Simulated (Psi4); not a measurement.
**PBE0/6-31G(d) (spherical functions, ints tolerance 1e-08, sweep point 4) run of CHFO (formyl fluoride)**

What is the vertical ionisation energy of CHFO (formyl fluoride) at PBE0/6-31G* (spherical functions, ints tolerance 1e-08, sweep point 4)? 

The calculation is run with Psi4 1.11.

4 further runs of the same task are left out: 4 set aside as unsound or not needed.

### 1 The structure to begin with

The species is CHFO (4 atoms), meant as a singlet with charge 0. As SMILES, `O=CF`. The coordinates come from a GFN2-xTB relaxation.

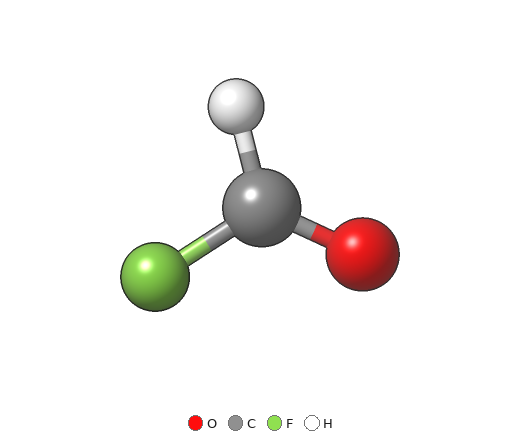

The structure, seen from a chosen angle (oxygen red, carbon grey, fluorine green, hydrogen white).

### 2 The energy at PBE0/6-31G(d) (spherical functions, ints tolerance 1e-08, sweep point 4)

calc.inp reads:

```
memory 1600 MB

molecule molecule1 {
  0 1
  O     -0.889680     0.196020     0.829980
  C     -0.049740     0.073340     0.022930
  F      0.584370    -1.090860    -0.181350
  H      0.355050     0.821510    -0.671560
  symmetry c1
}

set globals {
  basis                6-31G*
  reference            rks
  puream               true
  scf_type             direct
  dft_radial_points    99
  dft_spherical_points 590
  ints_tolerance       1e-08
  maxiter              60
}

E, wfn = energy('pbe0', return_wfn=True)
```

Started as:

```bash
$ psi4 -n 1 calc.inp calc.out
```

calc.out (excerpt; [...] marks lines left out):

```text
[...]
  Running in c1 symmetry.
[...]
  Nuclear repulsion =   67.642179664515808
[...]
  Multiplicity = 1
[...]
  Nalpha       = 12
  Nbeta        = 12
[...]
    Number of basis functions: 44
[...]
   @DF-RKS iter   1:  -213.44058308868813   -2.59045e-01   1.17811e-02 DIIS/ADIIS
[...]
   @RKS iter  12:  -213.54229048914243   -2.33834e-09   5.58223e-07 DIIS
[...]
    Orbital Energies [Eh]
    ---------------------
    Doubly Occupied:
       1A    -24.812396     2A    -19.256382     3A    -10.403862
       4A     -1.285650     5A     -1.121413     6A     -0.679975
       7A     -0.581958     8A     -0.517628     9A     -0.513267
      10A     -0.425762    11A     -0.401524    12A     -0.337660
[...]
  @RKS Final Energy:  -213.54229048914243
   => Energetics <=
    Nuclear Repulsion Energy =             67.6421796645158082
    One-Electron Energy =                -428.3803892228719974
    Two-Electron Energy =                 165.8647510602112050
    DFT Exchange-Correlation Energy =     -18.6688319909974574
    Empirical Dispersion Energy =           0.0000000000000000
    VV10 Nonlocal Energy =                  0.0000000000000000
    Total Energy =                       -213.5422904891424309
[...]
 Multipole Moments:
 ------------------------------------------------------------------------------------
     Multipole            Electronic (a.u.)      Nuclear  (a.u.)        Total (a.u.)
 ------------------------------------------------------------------------------------
 L = 1.  Multiply by 2.5417464519 to convert [e a0] to [Debye]
 Dipole X            :          0.6393356           -0.2227700            0.4165655
 Dipole Y            :         -1.4306127            1.7997926            0.3691799
 Dipole Z            :         -0.1085639           -0.4542896           -0.5628535
 Magnitude           :                                                    0.7915963
[...]
```

Run time: 4.5 s. Hardware: 1 thread of Intel Xeon 6975P-C (Granite Rapids), shared host; peak memory 0.48 GiB.

### 3 The doublet cation, same level

input.dat reads:

```
memory 1.6 GB

molecule geom {
  1 2
  O     -0.889680     0.196020     0.829980
  C     -0.049740     0.073340     0.022930
  F      0.584370    -1.090860    -0.181350
  H      0.355050     0.821510    -0.671560
  symmetry c1
}

set {
  basis 6-31G*
  reference uks
  puream true
  scf_type direct
  dft_radial_points 99
  dft_spherical_points 590
  ints_tolerance 1e-08
  maxiter 150
}

e_tot = energy("pbe0")
```

Started as:

```bash
$ psi4 input.dat output.dat -n 1
```

output.dat (excerpt; [...] marks lines left out):

```text
[...]
  Running in c1 symmetry.
[...]
  Nuclear repulsion =   67.642179664515808
[...]
  Multiplicity = 2
[...]
  Nalpha       = 12
  Nbeta        = 11
[...]
    Number of basis functions: 44
[...]
   @DF-UKS iter   1:  -213.04231178740176    1.39227e-01   6.42656e-03 DIIS/ADIIS
[...]
   @UKS iter  15:  -213.08875631414614   -4.58965e-09   4.63021e-07 DIIS
[...]
   @S^2 Observed:                7.571653966E-01
[...]
    Orbital Energies [Eh]
    ---------------------
    Alpha Occupied:
       1A    -25.165335     2A    -19.737291     3A    -10.772762
       4A     -1.636358     5A     -1.560575     6A     -1.028127
       7A     -0.957905     8A     -0.915912     9A     -0.875742
      10A     -0.791076    11A     -0.773092    12A     -0.756483
    Alpha Virtual:
      13A     -0.369647    14A     -0.171671    15A     -0.122826
      16A     -0.034453    17A      0.193717    18A      0.206886
      19A      0.319802    20A      0.380672    21A      0.510900
      22A      0.555762    23A      0.618089    24A      0.682489
      25A      0.898370    26A      0.929668    27A      1.017857
[...]
  @UKS Final Energy:  -213.08875631414614
   => Energetics <=
    Nuclear Repulsion Energy =             67.6421796645158082
    One-Electron Energy =                -419.4513084279142277
    Two-Electron Energy =                 157.0641120076774371
    DFT Exchange-Correlation Energy =     -18.3437395584251597
    Empirical Dispersion Energy =           0.0000000000000000
    VV10 Nonlocal Energy =                  0.0000000000000000
    Total Energy =                       -213.0887563141461385
[...]
 Multipole Moments:
 ------------------------------------------------------------------------------------
     Multipole            Electronic (a.u.)      Nuclear  (a.u.)        Total (a.u.)
 ------------------------------------------------------------------------------------
 L = 1.  Multiply by 2.5417464519 to convert [e a0] to [Debye]
 Dipole X            :          0.2306456           -0.2227700            0.0078756
 Dipole Y            :         -0.7504474            1.7997926            1.0493452
 Dipole Z            :          0.0495497           -0.4542896           -0.4047398
 Magnitude           :                                                    1.1247229
[...]
```

It took 6.6 s on 1 thread of Intel Xeon 6975P-C (Granite Rapids), shared host; peak memory 0.48 GiB.

### 4 Outcome

At PBE0/6-31G* (spherical functions, ints tolerance 1e-08, sweep point 4):

| quantity | value |
| --- | --- |
| singlet CHFO: total energy | -213.54229 Eh |
| singlet CHFO: dipole moment | 2.01 D |
| singlet CHFO: HOMO energy | -9.19 eV |
| singlet CHFO: LUMO energy | -0.38 eV |
| singlet CHFO: HOMO–LUMO gap | 8.81 eV |
| doublet cation: total energy | -213.08876 Eh |
| doublet cation: HOMO energy (highest over α and β) | -20.49 eV |
| doublet cation: LUMO energy (lowest over α and β) | -15.43 eV |
| doublet cation: ⟨S²⟩ | 0.757 |
| vertical ionisation energy (to the doublet cation) | 12.341 eV |

Removing an electron at fixed nuclei costs 12.34 eV (1191 kJ/mol). The negative HOMO energy of the first species, 9.19 eV, lies 3.15 eV below that difference.
